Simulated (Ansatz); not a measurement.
# GeS (germanium sulfide) at 6 levels

Wanted: a comparison of 6 runs (HF/STO-3G, HF/3-21G, B3LYP/6-31G*, CAM-B3LYP/pcseg-2, MP2/STO-3G, MP2/def2-SVP) of GeS (germanium sulfide). 

The results are computed with Ansatz 0.2.0.

7 further runs of the same task are left out: 3 for a known fault of the program, 4 set aside as unsound or not needed.

## (1) The system as given

GeS has 2 atoms, charge 0, and is taken as a singlet. As SMILES, `[S+]#[Ge-]`. Geometry: the measured bond length.

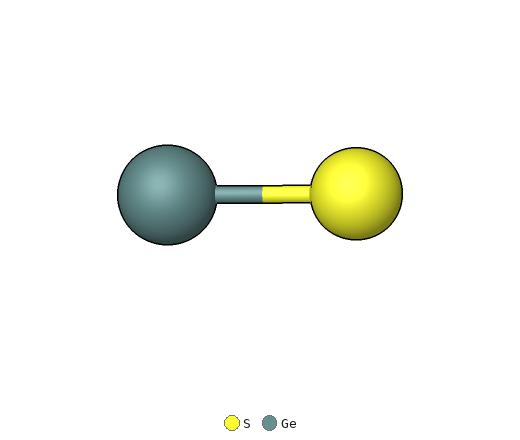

The structure, seen from a chosen angle (sulfur yellow, germanium teal).

## (2) Energy and forces at HF/STO-3G (run 1)

File molecule.yaml:

```yaml
crystal:
  periodic: [false, false, false]
  atoms:
    - {symbol: S, position_ang: [0.000000, 0.000000, 0.000000]}
    - {symbol: Ge, position_ang: [0.000000, 0.000000, 2.012086]}
basis:
  gaussian:
    orbitals: STO-3G
hamiltonian:
  xc: hf
accuracy: high
output: {forces: true, orbitals: {seedname: orbitals}}
```

The run is started by

```sh
$ ansatz run molecule.yaml --threads 1 --pin off --max-ram 2610MiB --events-out events.jsonl --progress --plain --runs-dir runs
```

Log:

```text
Warning: RAYON_NUM_THREADS=1 ignored (pool sized by the plan → 1); use --threads N
Functional definition: HF
  name "HF"
  exchange = exact_x
  correlation = 0
374 factors; integrals over basis functions are off by at most 1.1e-8 eV
mean field evaluation 1: about -66526.9615 eV, gradient 2.1e1 eV
mean field evaluation 2: about -66526.9814 eV, gradient 2.1e1 eV
mean field evaluation 4: about -66529.3124 eV, gradient 1.3e0 eV
mean field evaluation 8: about -66529.3212 eV, gradient 1.5e-2 eV
mean field -66529.32124732 eV, -2444.9074606456 hartree, gradient 3.0e-8 eV, S^2 0.000000; 0 other end points of the search recorded, 0 dependent functions left out
the calculation of the forces begins
reference -66529.32124732 eV, -2444.9074606456 hartree; 24, 24 occupied and 3, 3 virtual orbitals, 374 factors
Total energy: -66529.32124732 eV, -2444.9074606456 hartree
Atom 0 at     0.000000     0.000000     0.000000 Å, force     0.000000    -0.000000     4.716552 eV/Å
Atom 1 at     0.000000     0.000000     2.012086 Å, force    -0.000000     0.000000    -4.716552 eV/Å
Dipole moment:     0.000000     0.000000     0.261319 e Å
```

It took 0.26 s on 1 thread of Arm Neoverse V2, shared host.

## (3) Energy and gradient at HF/3-21G (run 2)

File input.yaml:

```yaml
crystal:
  periodic: [false, false, false]
  atoms:
    - {symbol: S, position_ang: [0.000000, 0.000000, 0.000000]}
    - {symbol: Ge, position_ang: [0.000000, 0.000000, 2.012086]}
basis:
  gaussian:
    orbitals: 3-21G-spherical.json
hamiltonian:
  xc: hf
accuracy: high
output: {forces: true, orbitals: {seedname: orbitals}}
```

The basis set 3-21G is read from a file made from the Basis Set Exchange's data (not shown).

The run is started by

```sh
$ ansatz run input.yaml --threads 1 --pin off --max-ram 2610MiB --events-out events.jsonl --progress --plain --runs-dir runs
```

Log:

```text
Warning: RAYON_NUM_THREADS=1 ignored (pool sized by the plan → 1); use --threads N
[... 4 set-up lines as earlier in the session ...]
548 factors; integrals over basis functions are off by at most 4.2e-9 eV
mean field evaluation 1: about -66963.6611 eV, gradient 1.9e1 eV
mean field evaluation 2: about -66963.6729 eV, gradient 1.9e1 eV
mean field evaluation 4: about -66965.3176 eV, gradient 7.9e-1 eV
mean field evaluation 8: about -66965.3231 eV, gradient 3.2e-4 eV
mean field -66965.32310291 eV, -2460.9302333056 hartree, gradient 2.5e-8 eV, S^2 0.000000; 0 other end points of the search recorded, 0 dependent functions left out
the calculation of the forces begins
reference -66965.32310291 eV, -2460.9302333056 hartree; 24, 24 occupied and 11, 11 virtual orbitals, 548 factors
Total energy: -66965.32310291 eV, -2460.9302333056 hartree
Atom 0 at     0.000000     0.000000     0.000000 Å, force    -0.000000    -0.000000    -1.697658 eV/Å
Atom 1 at     0.000000     0.000000     2.012086 Å, force     0.000000     0.000000     1.697658 eV/Å
Dipole moment:    -0.000000     0.000000     0.757414 e Å
```

It took 0.38 s on 1 thread of Arm Neoverse V2, shared host.

Runs 3 to 5 aren't shown in full; the table further down has their settings and results.

## (4) Energy and forces at MP2/def2-SVP (run 6)

File job.yaml:

```yaml
basis:
  gaussian: {orbitals: def2-SVP}
crystal:
  periodic: [false, false, false]
  atoms:
    - symbol: S
      position_ang: [0.000000, 0.000000, 0.000000]
    - symbol: Ge
      position_ang: [0.000000, 0.000000, 2.012086]
correlation: {method: mp2, frozen_orbitals: {Ge: 9, S: 5}}
accuracy: high
output: {forces: true, orbitals: {seedname: orbitals}}
```

The run is started by

```sh
$ ansatz run job.yaml --threads 1 --pin off --max-ram 2610MiB --events-out events.jsonl --progress --plain --runs-dir runs
```

Log, shortened:

```text
Warning: RAYON_NUM_THREADS=1 ignored (pool sized by the plan → 1); use --threads N
[... 2 set-up lines as earlier in the session ...]
[...]
816 factors; integrals over basis functions are off by at most 4.7e-9 eV
[...]
mean field -67281.27620921 eV, -2472.5412958015 hartree, gradient 1.2e-8 eV, S^2 0.000000; 0 other end points of the search recorded, 0 dependent functions left out
14 core orbitals not correlated: weight in the atoms' cores, before any rotation towards them, 1.000 or more for the frozen orbitals, at most 0.000 for the correlated occupied ones
reference -67281.27620921 eV, -2472.5412958015 hartree; 10, 10 occupied and 26, 26 virtual orbitals, 816 factors
second order -9.02818038 eV of doubles, -0.00000000 eV of singles
[...]
Total energy: -67290.30438959 eV, -2472.8730753109 hartree
Atom 0 at     0.000000     0.000000     0.000000 Å, force     0.000000     0.000000    -0.304952 eV/Å
Atom 1 at     0.000000     0.000000     2.012086 Å, force    -0.000000     0.000000     0.304952 eV/Å
Dipole moment:    -0.000000    -0.000000     0.263484 e Å
```

It took 1.2 s on 1 thread of Arm Neoverse V2, shared host.

## (5) The series

| run | level | Cartesian functions | frozen core orbitals | energy (Eh) | dipole moment (D) | HOMO energy (eV) | LUMO energy (eV) | wall time |
| --- | --- | --- | --- | --- | --- | --- | --- | --- |
| 1 | HF/STO-3G | no | – | -2444.907461 | 1.26 | -6.43 | 5.41 | 0.26 s |
| 2 | HF/3-21G | no | – | -2460.930233 | 3.64 | -10.24 | 0.35 | 0.38 s |
| 3 | B3LYP/6-31G* (Cartesian functions) | yes | – | -2474.996860 | 2.03 | -7.70 | -2.54 | 2.9 s |
| 4 | CAM-B3LYP/pcseg-2 | no | – | -2475.420072 | 2.46 | -9.15 | -1.38 | 5.4 s |
| 5 | MP2/STO-3G | no | 14 | -2445.004838 | 0.43 | -6.43 | 5.41 | 0.34 s |
| 6 | MP2/def2-SVP | no | 14 | -2472.873075 | 1.27 | -10.19 | 0.75 | 1.2 s |

## (6) Results

```
                                           quantity           value
                                run 6: total energy  -2472.87308 Eh
          run 6: dipole moment (correlated density)          1.27 D
         run 6: HOMO energy (Hartree–Fock orbitals)       -10.19 eV
         run 6: LUMO energy (Hartree–Fock orbitals)         0.75 eV
       run 6: HOMO–LUMO gap (Hartree–Fock orbitals)        10.93 eV
run 6: correlation energy (14 core orbitals frozen)      -331.8 mEh
                    run 6: largest force on an atom      0.305 eV/Å
```

**Reading.** The dipole moment (its size) runs from 0.43 D (MP2/STO-3G) to 3.64 D (HF/3-21G). The two ends differ in method and basis. The two dipoles point in opposite directions. Over runs 1, 2, 3, 4 the HOMO–LUMO gap runs from 5.17 eV (B3LYP/6-31G*) to 11.84 eV (HF/STO-3G). Totals of different functionals can't be ranked against each other. In run 5 the log says that unrestricted orbitals would lower the reference, so the values rest on an unstable closed-shell determinant (other closed-shell runs at this shape may share the fault). In runs 1, 5 the basis is minimal, so the values are rough. All runs together took 10 s, the longest 5.4 s.
